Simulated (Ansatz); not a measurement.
**BN$_{2}$H$_{5}$: nudged elastic band (part 2 of 2)**

Continued. System: BN$_{2}$H$_{5}$. Method: RKS PBE-D4/def2-SVP (Ansatz 0.2.0). It belongs to a series of runs on one base structure; here: band between the two ends.

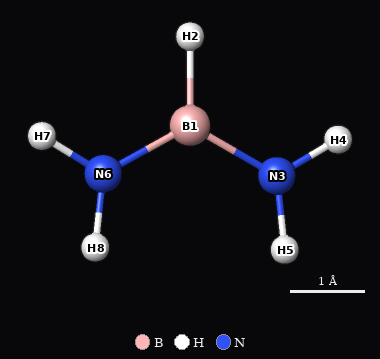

Figure 1. The starting structure (ball-and-stick view, seen at a tilt; atoms are numbered from 1 in the order of the input).

## The last band as extended XYZ, continued
```
8
Properties=species:S:1:pos:R:3:forces:R:3 image=3 energy=-3728.51283
B    -0.0548   -0.5764    0.1845    0.6188   0.9963   0.4539
H     0.7972   -0.1903    1.2658   -1.4733  -1.2924   0.5132
N     1.3204   -0.0131   -0.0112    0.3397   0.2585  -0.6947
H     2.0667   -0.6998    0.1128    0.2224   0.2432   0.1415
H     1.5687    0.8170   -0.5796    0.2784   0.0250  -0.6833
N    -1.0299    0.0365   -0.6331    0.0275  -0.0085   0.1382
H    -2.0274   -0.1694   -0.6639    0.0207   0.0122   0.2558
H    -0.7640    0.7956   -1.2799   -0.0342  -0.2343  -0.1246
8
Properties=species:S:1:pos:R:3:forces:R:3 image=4 energy=-3728.58066
B    -0.1924   -0.7527    0.1411   -0.2116  -0.3265  -0.1280
H     1.1260    0.1288    1.1388    0.4836   0.3999  -0.1984
N     1.2557   -0.0724    0.1142   -0.1076  -0.0723   0.2320
H     2.0104   -0.7724    0.0916   -0.0735  -0.0774  -0.0399
H     1.5245    0.7675   -0.5089   -0.0858   0.0057   0.2243
N    -1.0432    0.0425   -0.6384   -0.0103   0.0009  -0.0441
H    -2.0446   -0.1478   -0.6622   -0.0083  -0.0081  -0.0818
H    -0.7596    0.8064   -1.2808    0.0135   0.0778   0.0360
8
Properties=species:S:1:pos:R:3:forces:R:3 image=5 energy=-3728.62452
B    -0.3440   -0.7375    0.2215    0.3473   0.1404   0.0120
H     1.5067    0.1472    1.1664   -0.0970  -0.0545  -0.0427
N     1.2823   -0.0342    0.1732   -0.3284  -0.0981  -0.0413
H     1.8729   -0.8462   -0.0757   -0.0822   0.0119   0.0222
H     1.6422    0.7996   -0.3855   -0.2205  -0.0625  -0.0232
N    -1.1293    0.0310   -0.6634    0.1538   0.0343   0.0052
H    -2.1161   -0.2026   -0.8106    0.1758  -0.0356   0.1008
H    -0.8379    0.8426   -1.2306    0.0511   0.0641  -0.0330
8
Properties=species:S:1:pos:R:3:forces:R:3 image=6 energy=-3728.17174
B    -0.6338   -0.8464    0.2328    0.1781   0.0359   0.0368
H     1.5656    0.1950    1.1911    0.2542   0.0596   0.1763
N     1.5810    0.0342    0.1885   -1.3823  -0.1975  -0.2807
H     1.9519   -0.8729   -0.0780    0.3039  -0.0812   0.0192
H     1.8371    0.8233   -0.3997    0.3901   0.1546   0.0007
N    -1.2789    0.0150   -0.6702    0.1323   0.0252  -0.0084
H    -2.2759   -0.1345   -0.8658    0.1085  -0.0414   0.0758
H    -0.8700    0.7864   -1.2033    0.0152   0.0449  -0.0198
8
Properties=species:S:1:pos:R:3:forces:R:3 image=7 energy=-3728.06335
B    -0.7076   -0.8315    0.2454   -0.0040   0.0004   0.0038
H     1.4918    0.1777    1.1101    0.0053  -0.0046  -0.0053
N     2.0691    0.0685    0.2640   -0.0133   0.0017  -0.0057
H     1.8307   -0.8704   -0.0864    0.0007   0.0029   0.0082
H     1.7137    0.7420   -0.4269    0.0038  -0.0017   0.0045
N    -1.3227    0.0264   -0.6587    0.0171   0.0012  -0.0215
H    -2.3237   -0.0891   -0.8586   -0.0043  -0.0038   0.0114
H    -0.8744    0.7763   -1.1936   -0.0052   0.0039   0.0045
8
Properties=species:S:1:pos:R:3:forces:R:3 image=8 energy=-3728.09986
B    -0.7791   -0.3323    0.6048    0.0015   0.0006   0.0039
H     1.3116   -0.2876    0.9889    0.0003  -0.0012  -0.0018
N     2.0133   -0.0217    0.2680    0.0010   0.0014  -0.0005
H     1.8722   -0.6641   -0.5230   -0.0014   0.0005   0.0005
H     1.7563    0.9210   -0.0534   -0.0006  -0.0011   0.0021
N    -1.2770    0.0343   -0.6396   -0.0016   0.0008  -0.0027
H    -2.2913    0.0149   -0.7997    0.0004  -0.0002   0.0004
H    -0.7292    0.3356   -1.4506    0.0006  -0.0008  -0.0020
```

This output came from the following input.

## Input file
```yaml
crystal:
  periodic: [false, false, false]
  atoms:
    - { symbol: B, position_ang: [0.165008, -0.276647, 0.18398] }
    - { symbol: H, position_ang: [-0.012159, -0.981683, 1.165298] }
    - { symbol: "N", position_ang: [1.494285, 0.09881, -0.142941] }
    - { symbol: H, position_ang: [2.289784, -0.200768, 0.414707] }
    - { symbol: H, position_ang: [1.753628, 0.683151, -0.937444] }
    - { symbol: "N", position_ang: [-0.968813, 0.124355, -0.569983] }
    - { symbol: H, position_ang: [-1.911403, -0.157949, -0.314593] }
    - { symbol: H, position_ang: [-0.93343, 0.710731, -1.403623] }
basis:
  gaussian: { orbitals: def2-SVP }
hamiltonian:
  xc: pbe
  dispersion: d4
neb:
  order_check: false
  images: 7
  f_tol: 0.03
  max_iterations: 60
  final_atoms:
    - { symbol: B, position_ang: [-0.77913785, -0.33231533, 0.60477355] }
    - { symbol: H, position_ang: [1.3116171, -0.28760415, 0.98886952] }
    - { symbol: "N", position_ang: [2.01334551, -0.02173404, 0.26801033] }
    - { symbol: H, position_ang: [1.87219738, -0.66414255, -0.5229511] }
    - { symbol: H, position_ang: [1.75630281, 0.92104537, -0.05339557] }
    - { symbol: "N", position_ang: [-1.27700529, 0.03431411, -0.63964644] }
    - { symbol: H, position_ang: [-2.29126702, 0.01488403, -0.79969648] }
    - { symbol: H, position_ang: [-0.72915264, 0.33555255, -1.45056281] }
  initial_path:
    images:
      - { positions_ang: [[0.165008, -0.276647, 0.18398], [-0.012159, -0.981683, 1.165298], [1.494285, 0.09881, -0.142941], [2.289784, -0.200768, 0.414707], [1.753628, 0.683151, -0.937444], [-0.968813, 0.124355, -0.569983], [-1.911403, -0.157949, -0.314593], [-0.93343, 0.710731, -1.403623]] }
      - { positions_ang: [[0.1247266, -0.20420046, 0.13899322], [0.16838531, -0.73582561, 1.17428901], [1.55697358, 0.05933707, -0.066214], [2.25914156, -0.40056198, 0.29067977], [1.87279163, 0.72091262, -0.73721153], [-1.06435514, 0.10812333, -0.61432792], [-1.94664847, -0.29990378, -0.39200585], [-1.09411508, 0.75211881, -1.39880171]] }
      - { positions_ang: [[0.0844452, -0.13175392, 0.09400645], [0.34892961, -0.48996822, 1.18328002], [1.61966217, 0.01986414, 0.010513], [2.22849912, -0.60035596, 0.16665255], [1.99195527, 0.75867424, -0.53697906], [-1.15989728, 0.09189165, -0.65867283], [-1.98189394, -0.44185855, -0.46941869], [-1.25480016, 0.79350662, -1.39398043]] }
      - { positions_ang: [[0.0441638, -0.05930738, 0.04901967], [0.52947392, -0.24411083, 1.19227103], [1.68235075, -0.0196088, 0.08723999], [2.19785668, -0.80014994, 0.04262532], [2.1111189, 0.79643586, -0.33674659], [-1.25543942, 0.07565998, -0.70301775], [-2.0171394, -0.58381333, -0.54683154], [-1.41548524, 0.83489444, -1.38915914]] }
      - { positions_ang: [[0.0038824, 0.01313916, 0.00403289], [0.71001823, 0.00174656, 1.20126204], [1.74503933, -0.05908173, 0.16396699], [2.16721424, -0.99994392, -0.0814019], [2.23028254, 0.83419748, -0.13651412], [-1.35098155, 0.0594283, -0.74736266], [-2.05238487, -0.72576811, -0.62424439], [-1.57617031, 0.87628225, -1.38433785]] }
      - { positions_ang: [[-0.19187266, -0.07322446, 0.15421805], [0.86041795, -0.07059111, 1.14816391], [1.81211588, -0.04974481, 0.18997783], [2.09346003, -0.91599358, -0.1917892], [2.11178761, 0.85590945, -0.11573448], [-1.33248749, 0.05314976, -0.72043361], [-2.11210541, -0.54060507, -0.66810741], [-1.3644159, 0.74109982, -1.40089409]] }
      - { positions_ang: [[-0.38762772, -0.15958809, 0.30440322], [1.01081766, -0.14292879, 1.09506578], [1.87919242, -0.04040788, 0.21598866], [2.01970581, -0.83204323, -0.3021765], [1.99329267, 0.87762143, -0.09495484], [-1.31399342, 0.04687121, -0.69350455], [-2.17182595, -0.35544204, -0.71197043], [-1.15266148, 0.6059174, -1.41745033]] }
      - { positions_ang: [[-0.58338279, -0.24595171, 0.45458838], [1.16121738, -0.21526647, 1.04196765], [1.94626897, -0.03107096, 0.2419995], [1.94595159, -0.74809289, -0.4125638], [1.87479774, 0.8993334, -0.07417521], [-1.29549936, 0.04059266, -0.66657549], [-2.23154648, -0.17027901, -0.75583346], [-0.94090706, 0.47073497, -1.43400657]] }
      - { positions_ang: [[-0.77913785, -0.33231533, 0.60477355], [1.3116171, -0.28760415, 0.98886952], [2.01334551, -0.02173404, 0.26801033], [1.87219738, -0.66414255, -0.5229511], [1.75630281, 0.92104537, -0.05339557], [-1.27700529, 0.03431411, -0.63964644], [-2.29126702, 0.01488403, -0.79969648], [-0.72915264, 0.33555255, -1.45056281]] }
```

Launched with:
```bash
ansatz run input.yaml --threads 2 --pin off --max-ram 3072MiB --backend cpu --events-out ev --progress --plain --runs-dir out
```

## Key numbers

```csv
quantity,value
outcome,converged
"barrier, forward",4.281 eV
"barrier, backward",0.036 eV
hardware,"2 threads of Arm Neoverse V1, 24 GiB of memory available, shared host"
wall time,3.9 min (CPU time 7.3 min)
peak memory,0.13 GiB
```

## Notes

The order of the saddle point was not checked.
